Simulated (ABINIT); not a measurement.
# Quasiparticle gap of LiNbO3 (R3c) in ABINIT, part 3 of 3

How does a plane-wave GW calculation on LiNbO3 (R3c) run from the first input to the gap?

ABINIT 10.8.3; PBE and many-body steps on it, plane waves. Known limits of the many-body steps: not at the basis limit; no spin-orbit coupling.

So far. Step 4 (Empty states on the mesh, 4×4×4 mesh, 255 bands): On this mesh the gap is 3.616 eV. Step 5 (Screening, 4×4×4 mesh, 233 bands, screening to 130.6 eV): Local fields lower ε∞ by 11 %.

**6. Self-energy, 4×4×4 mesh, 233 bands, screening to 130.6 eV**

The self-energy is evaluated for the states that the input lists, and the levels follow from it, in one-shot runs by the linearised quasiparticle equation.

This step: G0W0 on PBE, plane waves, norm-conserving pseudopotentials.

The input, run.abi:

```
acell 3*1.0 Angstrom
rprim 
  2.575800000019 1.487138823389 4.623000000000
  -2.575800000018 1.487138823389 4.623000000000
  0.000000000000 -2.974277646779 4.623000000000
ntypat 3
znucl 3 41 8
natom 10
typat 1 1 2 2 3 3 3 3 3 3
xred 
  0.281500000000 0.281500000000 0.281500000000
  0.781500000000 0.781500000000 0.781500000000
  0.000055000000 0.000055000000 0.000055000000
  0.500055000000 0.500055000000 0.500055000000
  0.112310000000 0.358360000000 0.719590000000
  0.719590000000 0.112310000000 0.358360000000
  0.358360000000 0.719590000000 0.112310000000
  0.219590000000 0.858360000000 0.612310000000
  0.858360000000 0.612310000000 0.219590000000
  0.612310000000 0.219590000000 0.858360000000
pp_dirpath "pseudos"
pseudos "Li.upf, Nb.upf, O.upf"
ecut 37
ngkpt 4 4 4
nshiftk 1
shiftk 0 0 0
kptopt 1
chksymbreak 0
istwfk *1
occopt 1
irdwfk 1
optdriver 4
nband 233
gwcalctyp 0
ecutsigx 37
symsigma 1
nkptgw 2
kptgw 
  0.0000000000 0.0000000000 0.0000000000
  0.5000000000 0.2500000000 0.0000000000
bdgw 
  33 36
  33 36
ecuteps 4.8
irdscr 1
ppmodel 1
indata_prefix "in"
outdata_prefix "out"
tmpdata_prefix "tmp"
```

Started as:

```bash
$ OMP_NUM_THREADS=1 mpirun -n 32 abinit run.abi > log
```

Numbers of over 12 decimals in the logs are rounded to 6 here.

The log of the run:

```text
.Version 10.8.3 of ABINIT. v10.8.2 released Aug 2026.

 Symmetries : space group R3 c (#161); Bravais hR (rhombohedral)
[... echo of the input left out ...]
== DATASET  1 ==================================================================
-   mpi_nproc: 32, omp_nthreads: 1 (-1 if OMP is not activated)

--- !DatasetInfo
iteration_state: {dtset: 1, }
dimensions: {natom: 10, nkpt: 13, mband: 233, nsppol: 1, nspinor: 1, nspden: 1, mpw: 7739, }
cutoff_energies: {ecut:  37.0, pawecutdg:  -1.0, }
electrons: {nelect:   6.80000000E+01, charge:   0.00000000E+00, occopt:   1.00000000E+00, tsmear:   1.00000000E-02, }

 SIGMA: Calculation of the GW corrections

 Based on a program developped by R.W. Godby, V. Olevano, G. Onida, and L. Reining.
 Incorporated in ABINIT by V. Olevano, G.-M. Rignanese, and M. Torrent.
.Using double precision arithmetic ; gwpc =  8

[... cell and pseudopotentials left out ...]
--------------------------------------------------------------------------------

 ==== K-mesh for the wavefunctions ====
 Number of points in the irreducible wedge :    13
[... list of points left out ...]
 Together with  6 symmetry operations and time-reversal symmetry
 yields    64 points in the full Brillouin Zone.

 ==== Q-mesh for screening function ====
 Number of points in the irreducible wedge :    13
[... list of points left out ...]
 Together with  6 symmetry operations and time-reversal symmetry
 yields    64 points in the full Brillouin Zone.

 vcoul_init : cutoff-mode = AUXILIARY_FUNCTION
 q-points for optical limit:   1
     1)      0.000010    0.000020    0.000030
 setmesh: FFT mesh size selected  =    60x   60x   60
          total number of points  =       216000

 Number of electrons calculated from density =   68.0000; Expected =   68.0000
 average of density, n =  0.094836
 r_s =    1.3603
 omega_plasma =   29.7059 [eV]

 === KS Band Gaps ===
  >>>> For spin  1
   Minimum direct gap =   3.6183 [eV], located at k-point      :   0.0000  0.0000  0.0000
   Fundamental gap    =   3.6160 [eV], Top of valence bands at :   0.0000  0.0000  0.0000
                                       Bottom of conduction at :   0.5000  0.2500  0.0000
 SIGMA fundamental parameters:
 PLASMON POLE MODEL  1
 number of plane-waves for SigmaX                 7739
 number of plane-waves for SigmaC and W            339
 number of plane-waves for wavefunctions          7739
 number of bands                                   233
 number of independent spin polarizations            1
 number of spinorial components                      1
 number of k-points in IBZ                          13
 number of q-points in IBZ                          13
 number of symmetry operations                       6
 number of k-points in BZ                           64
 number of q-points in BZ                           64
 number of frequencies for dSigma/dE                 9
 frequency step for dSigma/dE [eV]                0.25
 number of omega for Sigma on real axis              0
 max omega for Sigma on real axis  [eV]           0.00
 zcut for avoiding poles [eV]                     0.10

 EPSILON^-1 parameters (SCR file):
 dimension of the eps^-1 matrix on file            339
 dimension of the eps^-1 matrix used               339
 number of plane-waves for wavefunctions          7739
 number of bands                                   233
 number of q-points in IBZ                          13
 number of frequencies                               2
 number of real frequencies                          1
 number of imag frequencies                          1

 matrix elements of self-energy operator (all in [eV])

 Perturbative Calculation

--- !SelfEnergy_ee
iteration_state: {dtset: 1, }
kpoint     : [   0.000,    0.000,    0.000, ]
spin       : 1
KS_gap     :    3.618
QP_gap     :    5.100
Delta_QP_KS:    1.482
data: !SigmaeeData |
     Band     E0 <VxcDFT>   SigX SigC(E0)      Z dSigC/dE  Sig(E)    E-E0       E
       33   4.475 -19.865 -24.865   4.706   0.774  -0.291 -20.093  -0.228   4.247
       34   4.475 -19.865 -24.865   4.706   0.774  -0.291 -20.093  -0.228   4.247
       35   8.093 -17.114 -11.382  -4.190   0.813  -0.230 -15.860   1.254   9.348
       36   8.093 -17.114 -11.382  -4.190   0.813  -0.230 -15.860   1.254   9.348

--- !SelfEnergy_ee
iteration_state: {dtset: 1, }
kpoint     : [   0.500,    0.250,    0.000, ]
spin       : 1
KS_gap     :    3.727
QP_gap     :    5.225
Delta_QP_KS:    1.499
data: !SigmaeeData |
     Band     E0 <VxcDFT>   SigX SigC(E0)      Z dSigC/dE  Sig(E)    E-E0       E
       33   4.173 -19.692 -24.669   4.625   0.776  -0.288 -19.966  -0.274   3.899
       34   4.364 -19.756 -24.822   4.731   0.775  -0.291 -20.015  -0.259   4.105
       35   8.091 -17.056 -11.284  -4.250   0.814  -0.228 -15.817   1.239   9.331
       36   8.569 -17.473 -11.697  -4.169   0.809  -0.236 -16.172   1.300   9.869

== END DATASET(S) ==============================================================
================================================================================

 -outvars: echo values of variables after computation  --------
           etotal      0.0000000000E+00
            nband         233
             nkpt          13
          spgroup         161
 [... the other variables as echoed above ...]

 Calculation completed.
```

Run time: 24 s. Hardware: 32 MPI ranks of Arm Neoverse V2, shared host; peak memory 11 GiB.

This step gave:

```
G0W0 gap on the points computed              : 5.084 eV
starting gap on the mesh                     : 3.616 eV
k of the valence top                         : 0, 0, 0
k of the conduction bottom                   : 0.5, 0.25, 0
Z at the valence top                         : 0.774
Z at the conduction bottom                   : 0.814
least direct G0W0 gap on the computed points : 5.101 eV
```

The gap on the mesh goes from 3.62 eV to 5.08 eV, a correction of +1.47 eV.

Limits: finite bands, cutoff and mesh; no spin-orbit coupling. v1 is the top filled band, c1 the lowest empty one. Levels before and after the correction, in eV, zero at the valence-band top of each column:

```csv
,conduction bottom,valence top
Kohn-Sham,3.62,0.00
G0W0,5.08,0.00
```

```csv
,level,energy (eV)
Kohn-Sham,Γ v2-v1,0.000
Kohn-Sham,Γ c1-c2,3.618
Kohn-Sham,(0.5 0.25 0) v2,-0.303
Kohn-Sham,(0.5 0.25 0) v1,-0.111
Kohn-Sham,(0.5 0.25 0) c1,3.616
Kohn-Sham,(0.5 0.25 0) c2,4.093
G0W0,Γ v2-v1,0.000
G0W0,Γ c1-c2,5.101
G0W0,(0.5 0.25 0) v2,-0.348
G0W0,(0.5 0.25 0) v1,-0.142
G0W0,(0.5 0.25 0) c1,5.084
G0W0,(0.5 0.25 0) c2,5.622
```

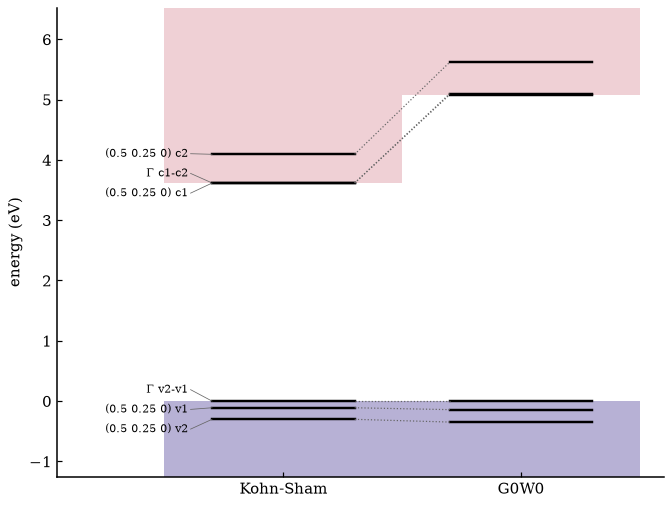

Levels before and after the correction. Shaded: valence and conduction bands.

**7. Where the time went**

Times are wall times on 32 MPI ranks of Arm Neoverse V2, shared host, good to a factor of about two.

```csv
step,time,share,memory (GiB)
ground state,39 s,8 %,3.6
bands along the symmetry lines,17 s,3 %,2.6
empty states on the mesh,2.4 min,28 %,3.1
screening,4.9 min,57 %,23
self-energy,24 s,5 %,11
```

**8. Outcome**

* PBE gap: 3.59 eV, indirect (only 33 meV under the direct gap)
* G0W0 gap on the mesh: 5.08 eV
* G0W0 gap over the zone (rigid shift): 5.05 eV
* GW settings: 4×4×4 mesh, 233 bands, screening to 130.6 eV, Godby-Needs plasmon pole
* known limits: not at the basis limit; no spin-orbit coupling

What this shows: G0W0 moves the gap on the mesh from 3.62 eV to 5.08 eV (+1.47 eV), with Z of 0.77 and 0.81 at the edges. The mesh misses the band edges by 0.03 eV in all; a rigid shift gives 5.05 eV for the zone. Local fields lower the RPA ε∞ on this mesh from 5.62 to 5.03. Only 2 of the mesh's irreducible points were corrected, so a valley elsewhere could overtake. The dearest step here is «screening». Bands and cutoff are finite, so the gap is not at the basis limit. The miss can reach some tenths of an eV and take either sign; the mesh is an error of its own. In the G0W0 run levels were corrected at 2 k points alone, so a gap called «on the mesh» is the least over those, and an edge elsewhere would be missed. The many-body steps are scalar-relativistic: spin-orbit coupling is not in them.

[Paths, hosts, dates, memory and timing lines, banners, echoed tables and standing remarks are left out of the program output.]

[Logs are printed without paths, hosts, clocks, repeated set-up lines and the standing remarks that a program may print on its own settings, such as how far it seeks lower states.]

[Runs of the session that timed out or met a known fault of the program may be left out.]

[Hosts, paths, dates, database ids (printed as entryN), source tags and the programs' standing remarks are cut or masked in the printed files.]

[G0W0 gaps are taken among the corrected bands and points alone; a level outside them can change the order at an edge.]

[Where Ansatz stands beside ABINIT at settings called matched, ABINIT's density can come from a denser mesh and the files from another edition; pairs whose starting gaps differed by over 0.03 eV were left out, so agreement reads better than it is.]
